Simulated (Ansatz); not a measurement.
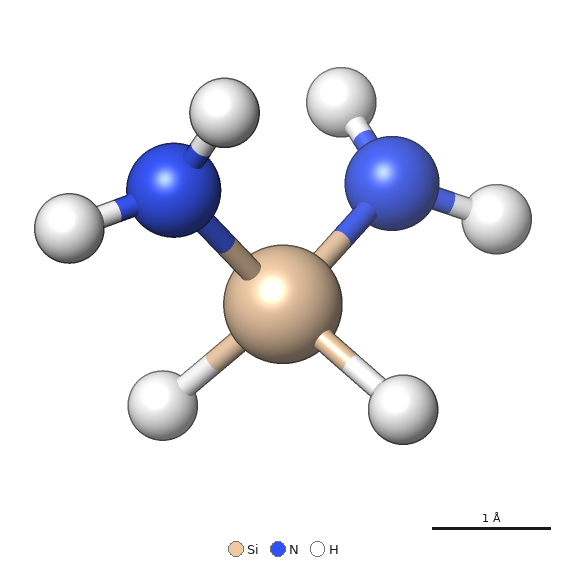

Ball-and-stick drawing of a structure. Every bond is drawn as one stick, whatever its order.

Computed geometry: PBE0-D4/def2-TZVP optimisation.

Count the atoms of each element.

Answer. H₆N₂Si, 9 atoms: 6 hydrogen, 2 nitrogen and 1 silicon.

How many atoms are distinct by symmetry?

Answer. 5: 1 Si, 2 N, 2 H, 2 H, 2 H.

Count the bonded pairs by element.

Answer. 4 N–H, 2 N–Si, 2 Si–H. Sticks follow a distance rule.

Give the symmetry (Schoenflies symbol).

Answer. C2.

More results for the same structure follow; atom numbers are the same in all pictures, views and colours differ.

### Geometry

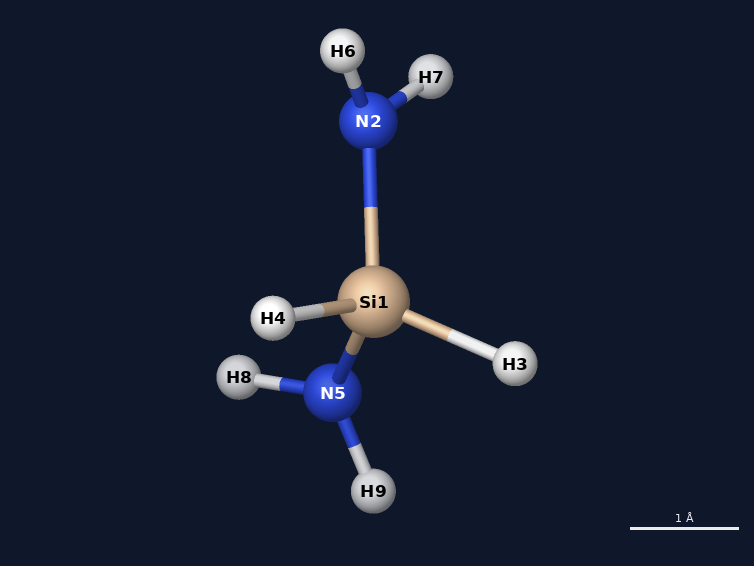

The atoms are numbered.

What are the angles N2–Si1–N5, N2–Si1–H3, Si1–N2–H7, Si1–N2–H6?

```csv
angle,degrees
N2–Si1–N5,108.5
N2–Si1–H3,117.2
Si1–N2–H7,121.6
Si1–N2–H6,120.5
```

### Dipole moment

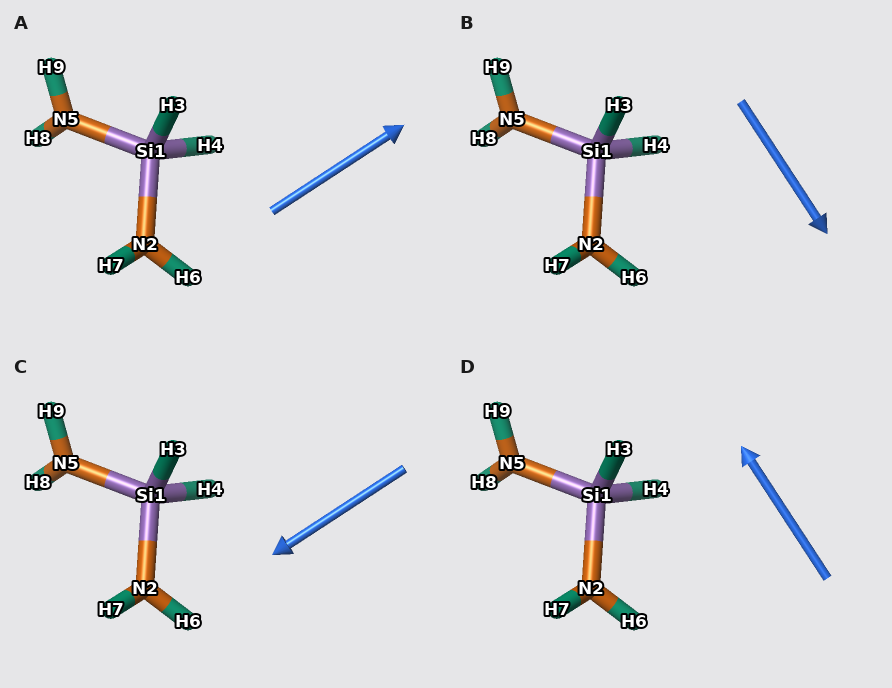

The same molecule four times, each with an arrow. Method: RKS PBE0-D4/def2-TZVP (Ansatz 0.2.0).

Which arrow points along the dipole moment, from the negative to the positive end?

Answer. C. The dipole moment is 0.74 D; it points from the side of H3, H4 to the side of H7, H8 (the outermost atoms at the two ends).

### Thermal motion

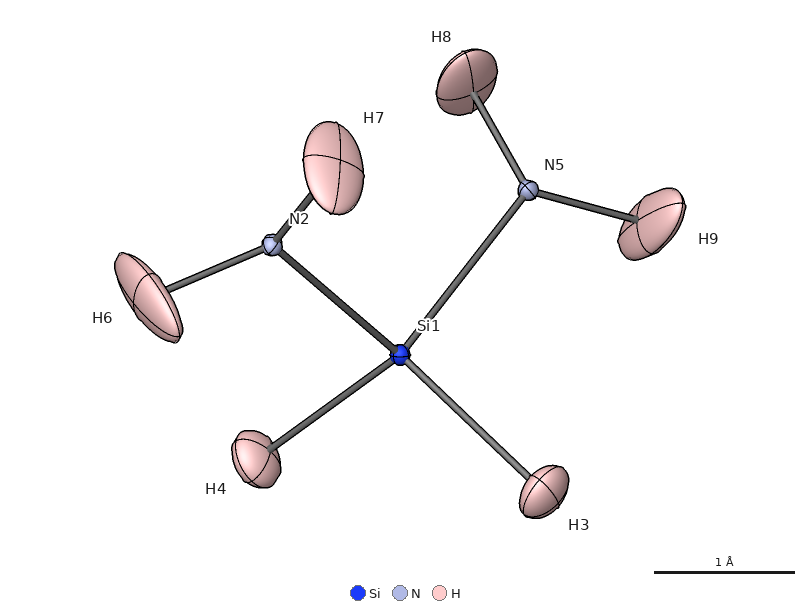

Displacement ellipsoids at the 50 % level, from the internal vibrations of the free molecule (harmonic, no overall translation or rotation; no half-axis is drawn under 0.075 Å). Vibrations computed with RKS PBE0-D4/def2-TZVP (Ansatz 0.2.0). Temperature: 298 K.

Give the displacement parameters, one line for each set of equivalent atoms.

```json
{"atom": "Si1", "U_eq (Å²)": "0.00062", "rms amplitudes (Å)": "0.018, 0.018, 0.035"}
{"atom": "N2, N5", "U_eq (Å²)": "0.0017", "rms amplitudes (Å)": "0.022, 0.035, 0.058"}
{"atom": "H3, H4", "U_eq (Å²)": "0.0164", "rms amplitudes (Å)": "0.089, 0.141, 0.147"}
{"atom": "H6, H9", "U_eq (Å²)": "0.0387", "rms amplitudes (Å)": "0.078, 0.147, 0.297"}
{"atom": "H7, H8", "U_eq (Å²)": "0.0333", "rms amplitudes (Å)": "0.069, 0.155, 0.266"}
```

### Charges

The questions are on Mulliken charges. Properties computed with RKS PBE0-D4/def2-TZVP (Ansatz 0.2.0).

Which atom carries the highest charge (most positive or least negative)?

Answer. Si1 (0.45 e).

And the lowest?

Answer. N2, N5 (−0.63 e).

Give the Mulliken charges atom by atom.

| atom | value (e) |
| --- | --- |
| Si1 | 0.45 |
| N2 | −0.63 |
| H3 | −0.07 |
| H4 | −0.07 |
| N5 | −0.63 |
| H6 | 0.24 |
| H7 | 0.24 |
| H8 | 0.24 |
| H9 | 0.24 |

Mulliken values depend strongly on the basis set and can even reverse the polarity of a bond.
